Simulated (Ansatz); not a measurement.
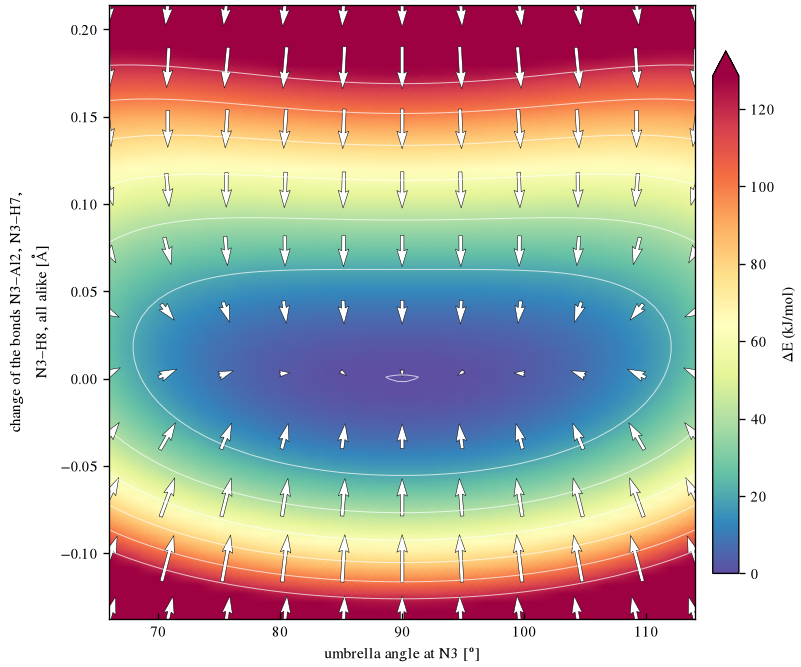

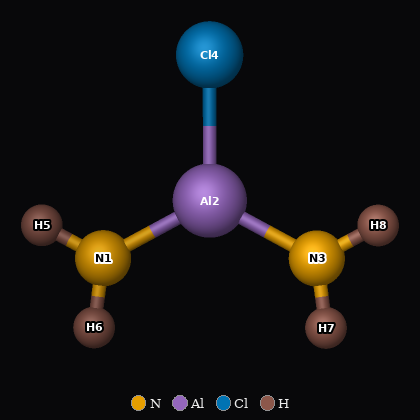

Energy landscape of AlClH₄N₂, SMILES [NH2][Al]([NH2])[Cl]. Coordinates scanned: (1) umbrella angle at N3 (between each of its bonds and their common axis; 90 is planar); (2) change of the bonds N3–Al2, N3–H7, N3–H8, all alike. Nothing is relaxed (all other coordinates rigid). The scan uses an 11 × 11 grid; 66 points were computed and 55 follow by symmetry. Points are written as (first, second). All energies are given in kJ/mol relative to the lowest grid point. Theory: RKS PBE0-D4/def2-TZVP (Ansatz 0.2.0).

The picture shows a smooth colour map with a few white contour lines, arrows along the force (downhill), their lengths compressed, one colour for all values above the top of the scale. Between grid points the surface is interpolated. The second picture is the structure at the lowest point.

Question: What does the map say about the system?

Answer: The lowest grid point is at (90.0°, 0.003 Å). No other kind of well shows on this grid. The highest grid point, (66.0°, −0.138 Å), lies 207 kJ/mol above the lowest. Round the minimum the two coordinates are nearly uncoupled.

Time for the 66 points that were run: 5.9 min on 1 thread of Intel(R) Xeon(R) Platinum 8375C CPU @ 2.90GHz (Ice Lake) (shared host).
